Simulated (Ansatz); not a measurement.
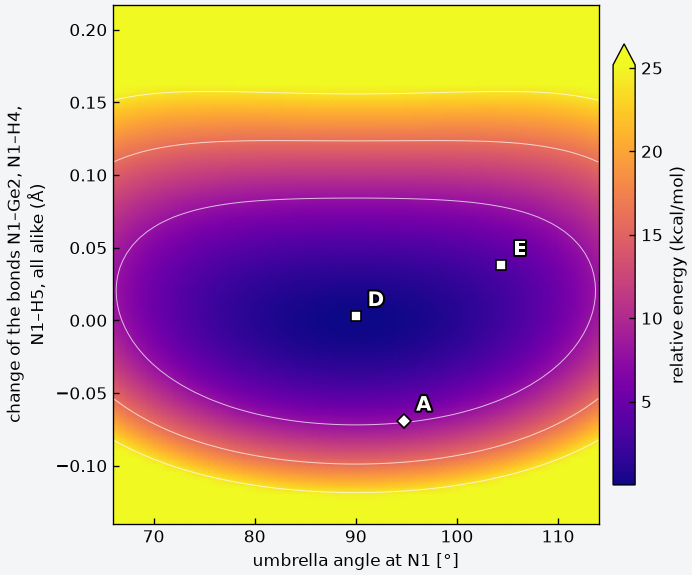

BrGeH₂N, SMILES [NH2][Ge][Br]. The first coordinate is: umbrella angle at N1 (between each of its bonds and their common axis; 90 is planar); the second: change of the bonds N1–Ge2, N1–H4, N1–H5, all alike. Nothing is relaxed (all other coordinates rigid). Grid: 11 × 11 points; 66 points were computed and 55 follow by symmetry. Points are written as (first, second). All energies are given in kcal/mol relative to the relaxed molecule at the same level. Theory: RHF-MP2, frozen core/def2-TZVP (Ansatz).

The picture shows a smooth colour map with a few white contour lines, one colour for all values above the top of the scale, lettered points. Between grid points the surface is interpolated.

What kind of point is each of A, D, E: minimum, saddle, maximum or slope?

A: on a slope; D: minimum; E: on a slope. (In these two coordinates alone; a stationary point may lie a little off the grid point.)

Rank the lettered points by energy, lowest first.

D (0.013 kcal/mol), E (3.6 kcal/mol), A (7.7 kcal/mol).
